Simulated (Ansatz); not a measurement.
Zn$_{24}$S$_{23}$Cl and related structures: several calculations on one system

## 1. Relaxation

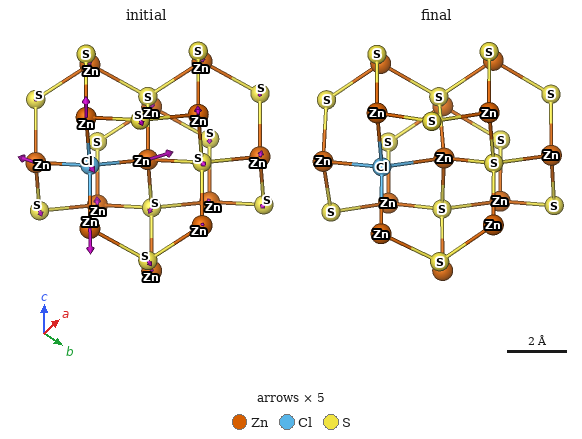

The structure of a defect cell of composition Zn24S23Cl before (left) and after (right) a relaxation, at one scale. The purple arrows give the displacements, 5 times their true length.

The picture is a ball-and-stick view of the atoms within 5.0 Å of the atom that moves most (axes of the cell of the calculation (origin shifted)), seen from a free direction.

Computed with Ansatz, DFT, PBE, plane-wave PAW, default files, scalar-relativistic. (plane-wave cutoff 420 eV; k-point mesh 3 × 2 × 2; occupations fermi dirac; smearing width 0.01 eV; collinear spin; atoms relaxed in a fixed cell; force threshold 0.03 eV/Å; at most 40 steps)

Question: Describe what moved and what it gained.

Answer: The energy falls by 0.628 eV per cell of the calculation in 4 accepted moves (5 points after the start). Largest force component: 1.1 eV/Å at the start, 0.029 eV/Å at the end. The line search rejected the trial step at point 4 of the run. The largest move is that of a Zn atom, 0.22 Å roughly along [2 3 1]. Largest moves by element: Zn 0.22 Å, Cl 0.07 Å, S 0.05 Å. The cell doesn't change. Among the contacts that change: Cl–Zn 2.314 → 2.517 Å, Cl–Zn 2.400 → 2.544 Å, S–Zn 2.400 → 2.300 Å, S–Zn 2.400 → 2.324 Å. Bond angles that change, for instance: Cl–Zn–S 110.9° → 103.6°, Zn–S–Zn 110.9° → 104.1°, Cl–Zn–S 110.9° → 104.6°. The program noted that the starting moments weren't kept.

Limits of the set-up: the periodic images lie only 7.6 Å apart, so the values are limited by the cell's size.

## 2. Relaxation

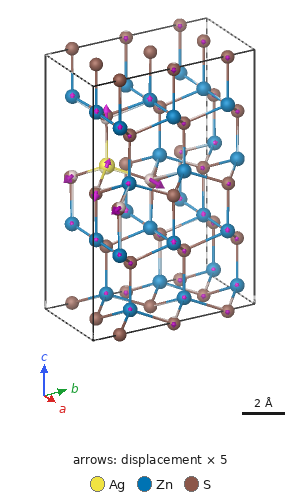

This is a relaxation of a defect cell of composition Zn₂₃AgS₂₄ (cell charge −1). The starting structure is drawn faded, the final one solid; purple arrows show the displacements, magnified 5 times.

The picture is a ball-and-stick view of the cell of the calculation (origin shifted), seen slightly off an axis.

The calculation used DFT, PBE, plane-wave PAW, default files, scalar-relativistic (Ansatz 0.2.0). Settings: plane-wave cutoff 420 eV; k-point mesh 3 × 2 × 2; occupations fermi dirac; smearing width 0.01 eV; no spin polarisation; atoms relaxed in a fixed cell; force threshold 0.03 eV/Å; at most 40 steps.

Which element moves most?

Answer. Sulfur: up to 0.17 Å, against 0.10 Å for silver.

What happened in the run?

Answer. The energy falls by 0.737 eV per cell of the calculation in 4 geometry steps. Largest force component: 1.7 eV/Å at the start, 0.028 eV/Å at the end. The largest move is that of an S atom, 0.17 Å along [2 2 −1]. Largest moves by element: S 0.17 Å, Ag 0.10 Å, Zn 0.06 Å. The cell doesn't change. Near-neighbour distances that change, for instance: Ag–S 2.314 → 2.473 Å, S–Zn 2.400 → 2.281 Å, S–Zn 2.400 → 2.314 Å, Ag–S 2.400 → 2.459 Å. Among the angles between lasting bonds that change: Ag–S–Zn 110.9° → 104.0°, Ag–S–Zn 110.9° → 105.7°, S–Ag–S 110.9° → 106.0°. Cost: 6.4 min on 4 threads of Arm Neoverse V1 (shared host), peak memory 5.8 GiB.

Limits of the set-up: the periodic images lie only 7.6 Å apart, so the values are limited by the cell's size; the cell is charged, on a uniform background, and energies carry no finite-size correction.

## 3. Defect

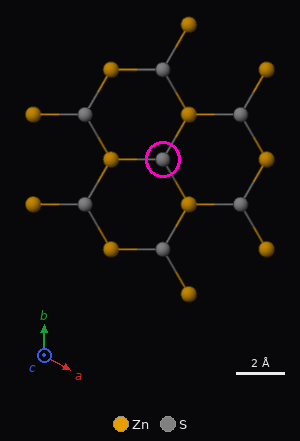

Perfect ZnS. The picture is a ball-and-stick view of the atoms within 6.0 Å of one point, in a slice 4.2 Å thick across the line of sight, seen along the c axis.

Theory: Ansatz 0.2.0, DFT, PBE, plane-wave PAW, default files, scalar-relativistic. (plane-wave cutoff 420 eV; k-point mesh 3 × 2 × 2; occupations fermi dirac; smearing width 0.01 eV; collinear spin) The axes drawn are those of the host's conventional cell.

A sulfur atom is replaced by chlorine at the ringed place, in charge state 0. The supercell has 48 sites, and the atoms are relaxed at the host's cell.

### Predict the relaxed surroundings of the defect.

In the host the S atom has 4 Zn at 2.31 to 2.40 Å; the Cl atom ends with 4 Zn at 2.51 to 2.54 Å. Of the host's atoms, a zinc atom moves furthest from its site, by 0.22 Å. The Cl atom itself moves 0.06 Å from where it was put. The cell ends without a net magnetic moment. Relaxing the atoms from the host's sites lowers the energy by 0.63 eV.

The relaxed defect, seen from the same direction:

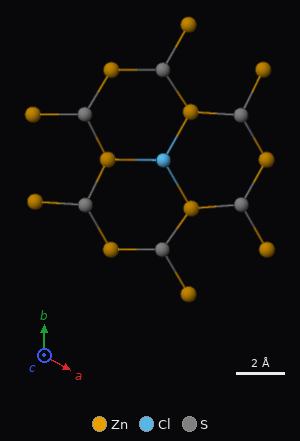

Limits of the set-up: the periodic images lie only 7.6 Å apart, so the values are limited by the cell's size.

## 4. Defect

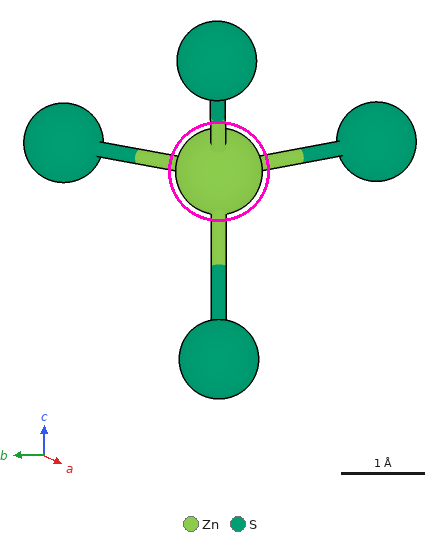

Perfect ZnS. The picture is a ball-and-stick view of the atoms within 3.3 Å of one point, seen from a free direction.

The calculation used Ansatz 0.2.0, DFT, PBE, plane-wave PAW, default files, scalar-relativistic. Settings: plane-wave cutoff 420 eV; k-point mesh 3 × 2 × 2; occupations fermi dirac; smearing width 0.01 eV; no spin polarisation. A uniform background neutralises the charged cell. The axes drawn are those of the host's conventional cell.

A zinc atom is replaced by silver at the ringed place, in charge state −1. The supercell has 48 sites, and the atoms are relaxed at the host's cell.

### How do the neighbours respond?

In the host the Zn atom has 4 S at 2.31 to 2.40 Å; the Ag atom ends with 4 S at 2.46 to 2.47 Å. Of the host's atoms, a sulfur atom moves furthest from its site, by 0.18 Å. The Ag atom itself moves 0.10 Å from where it was put. Relaxing the atoms from the host's sites lowers the energy by 0.74 eV.

The relaxed defect, seen from the same direction:

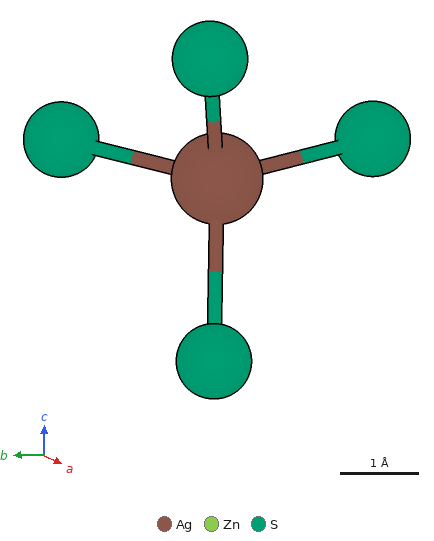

Limits of the set-up: the periodic images lie only 7.6 Å apart, so the values are limited by the cell's size; the cell is charged, on a uniform background, and energies carry no finite-size correction.
